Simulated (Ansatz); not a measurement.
**SiH2Me(vinyl) (C3H8Si): geometry, orbitals and charge**

What does SiH2Me(vinyl) (C3H8Si) look like as a singlet, and where do its frontier electrons sit?

Program: Ansatz 0.2.0, Gaussian basis. Level of theory: RKS PBE0-D4/def2-TZVP. These are calculated values, not measurements.

Plan: a search for the lowest solution at PBE0-D4/def2-SVP; a single point at PBE0-D4/def2-TZVP.

2 further runs of the same task are left out: 2 set aside as unsound or not needed.

## 1. The relaxed structure

The singlet was relaxed beforehand with r2SCAN-D4/def2-SVP.

12 atoms, charge 0, spin multiplicity 1.

Atoms are counted from 1 here; the program's logs count them from 0.

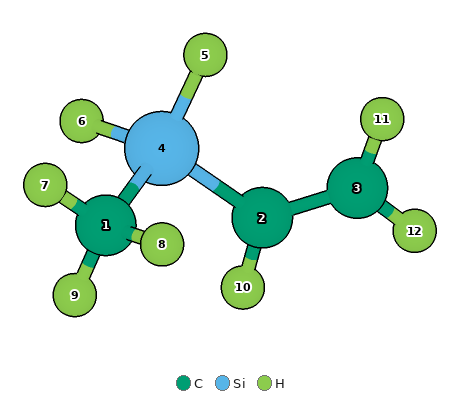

The structure; carbon teal, silicon blue, hydrogen green; atoms are numbered from 1 in the order of the file.

Coordinates:

```
C     0.04595    1.90854   -0.40984
C    -0.14385   -1.18714   -0.36441
C    -0.82362   -2.05965    0.39640
Si    0.75066    0.31637    0.30339
H     0.62383    0.30920    1.79473
H     2.20517    0.23215   -0.04748
H     0.59381    2.78755   -0.03424
H    -1.01485    2.02383   -0.13701
H     0.11657    1.91265   -1.50937
H    -0.12170   -1.36876   -1.44982
H    -0.88732   -1.94741    1.48646
H    -1.34465   -2.92734   -0.02881
```

Bonds by kind at the end (by distance):

| bond | count | shortest (Å) | longest (Å) |
| --- | --- | --- | --- |
| C–Si | 2 | 1.873 | 1.882 |
| C–C | 1 | 1.342 | 1.342 |
| C–H | 6 | 1.098 | 1.102 |
| H–Si | 2 | 1.497 | 1.499 |

## 2. Searching for the lowest solution, PBE0-D4/def2-SVP

start.molden holds the orbitals of an earlier run on this state, given as this run's starting guess.

in.yaml reads:

```yaml
crystal:
  periodic: [false, false, false]
  atoms:
    - {symbol: C, position_ang: [0.045953, 1.908539, -0.409838]}
    - {symbol: C, position_ang: [-0.143848, -1.187137, -0.364415]}
    - {symbol: C, position_ang: [-0.823620, -2.059652, 0.396400]}
    - {symbol: Si, position_ang: [0.750660, 0.316371, 0.303386]}
    - {symbol: H, position_ang: [0.623830, 0.309202, 1.794726]}
    - {symbol: H, position_ang: [2.205173, 0.232150, -0.047481]}
    - {symbol: H, position_ang: [0.593810, 2.787554, -0.034237]}
    - {symbol: H, position_ang: [-1.014847, 2.023829, -0.137006]}
    - {symbol: H, position_ang: [0.116573, 1.912649, -1.509369]}
    - {symbol: H, position_ang: [-0.121704, -1.368760, -1.449815]}
    - {symbol: H, position_ang: [-0.887317, -1.947405, 1.486463]}
    - {symbol: H, position_ang: [-1.344654, -2.927339, -0.028814]}
basis:
  gaussian: {orbitals: def2-SVP, initial_orbitals: start.molden}
hamiltonian: {xc: pbe0, dispersion: d4}
output: {orbitals: {seedname: orbitals}}
```

Command:

```sh
$ ansatz run in.yaml --threads 2 --pin off --events-out ev --progress --plain --max-ram 4352MiB
```

The log of the run:

```text
Functional definition: PBE0
  name "PBE0"
  cite "Adamo & Barone, J. Chem. Phys. 110, 6158 (1999) doi:10.1063/1.478522"
  cite "Perdew, Burke & Ernzerhof, Phys. Rev. Lett. 77, 3865 (1996) doi:10.1103/PhysRevLett.77.3865"
  parent pbe
  parameter a = 0.25
  parameter kappa = 0.804
  parameter beta = 0.06672455060314922
  exchange = (1 - a)*pbe_x(kappa = kappa, mu = beta*pi^2/3) + a*exact_x
  correlation = pbe_c(beta = beta)
1134 factors; their error is unknown
mean field evaluation 1: about -11106.3797 eV, gradient 3.3e0 eV
mean field evaluation 2: about -11106.4049 eV, gradient 2.0e-2 eV
mean field evaluation 4: about -11106.4411 eV, gradient 8.4e-5 eV
mean field evaluation 8: about -11106.3801 eV, gradient 2.8e0 eV
mean field evaluation 16: about -11106.4411 eV, gradient 4.5e-4 eV
mean field -11106.44111536 eV, -408.1541827733 hartree, gradient 8.5e-5 eV, S^2 0.000000; 1 other end points of the search recorded, 0 dependent functions left out
reference -11106.44114418 eV, -408.1541838323 hartree; 20, 20 occupied and 80, 80 virtual orbitals, 1134 factors
Total energy: -11106.62582986 eV, -408.1609709060 hartree
```

Run time: 1.9 s. Hardware: 2 threads of Arm Neoverse V1, shared host.

From the report: HOMO -7.75 eV, LUMO -0.23 eV.

## 3. Single point, PBE0-D4/def2-TZVP

Edit in.yaml of step 2 so:

```diff
@@ -16,4 +16,5 @@
 basis:
-  gaussian: {orbitals: def2-SVP, initial_orbitals: start.molden}
+  gaussian: {orbitals: def2-TZVP, initial_orbitals: start.molden}
 hamiltonian: {xc: pbe0, dispersion: d4}
+scf: {omitted_lower_state_checks: [starts]}
 output: {orbitals: {seedname: orbitals}}
```

Same command.

The log of the run:

```text
Functional definition: PBE0
  name "PBE0"
  cite "Adamo & Barone, J. Chem. Phys. 110, 6158 (1999) doi:10.1063/1.478522"
  cite "Perdew, Burke & Ernzerhof, Phys. Rev. Lett. 77, 3865 (1996) doi:10.1103/PhysRevLett.77.3865"
  parent pbe
  parameter a = 0.25
  parameter kappa = 0.804
  parameter beta = 0.06672455060314922
  exchange = (1 - a)*pbe_x(kappa = kappa, mu = beta*pi^2/3) + a*exact_x
  correlation = pbe_c(beta = beta)
these checks for a lower state are left out or cut short: starts
1160 factors; their error is unknown
mean field evaluation 1: about -11110.5762 eV, gradient 9.9e1 eV
mean field evaluation 2: about -11112.6630 eV, gradient 2.2e0 eV
mean field evaluation 4: about -11112.6977 eV, gradient 3.8e-1 eV
mean field evaluation 8: about -11112.6979 eV, gradient 1.2e-5 eV
mean field -11112.69786953 eV, -408.3841142480 hartree, gradient 1.2e-5 eV, S^2 0.000000; 0 other end points of the search recorded, 0 dependent functions left out
reference -11112.69790282 eV, -408.3841154716 hartree; 20, 20 occupied and 158, 158 virtual orbitals, 1160 factors
Total energy: -11112.88258851 eV, -408.3909025452 hartree
Checks for a lower state left out: starts
```

Run time: 2.9 s. Hardware: 2 threads of Arm Neoverse V1, shared host.

From the report: HOMO -7.80 eV, LUMO -0.43 eV.

Mulliken charges, from this run's orbitals:

| atom | value (e) |
| --- | --- |
| C1 | -0.50 |
| C2 | -0.23 |
| C3 | -0.25 |
| Si4 | 0.26 |
| H5 | -0.04 |
| H6 | -0.03 |
| H7 | 0.14 |
| H8 | 0.14 |
| H9 | 0.14 |
| H10 | 0.12 |
| H11 | 0.13 |
| H12 | 0.13 |

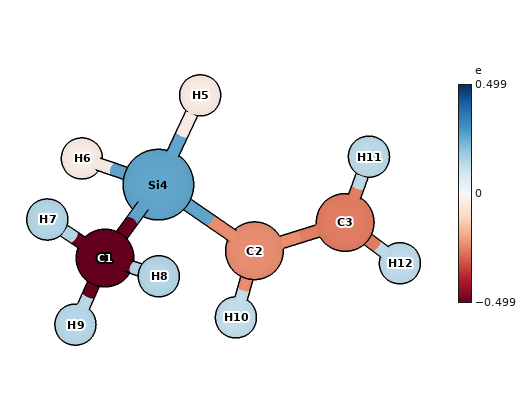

Mulliken charges, from this run's orbitals, as colours on the atoms.

Largest Mayer bond orders: C2–C3 1.95; C1–Si4 1.00; C2–Si4 0.99; Si4–H6 0.95; Si4–H5 0.95; C3–H11 0.95; C1–H7 0.95; C1–H9 0.95; C3–H12 0.95; C1–H8 0.95.

## 4. Outcome

| quantity | value |
| --- | --- |
| point group | C1 |
| commonest bond, hydrogen aside | C–Si, 2 of mean length 1.877 Å |
| HOMO, LUMO at PBE0-D4/def2-TZVP | -7.80, -0.43 eV |

What this shows: No usable vibrations, so a minimum isn't proven. The point group is read from a loosely relaxed geometry; soft torsions can leave it below the true symmetry.
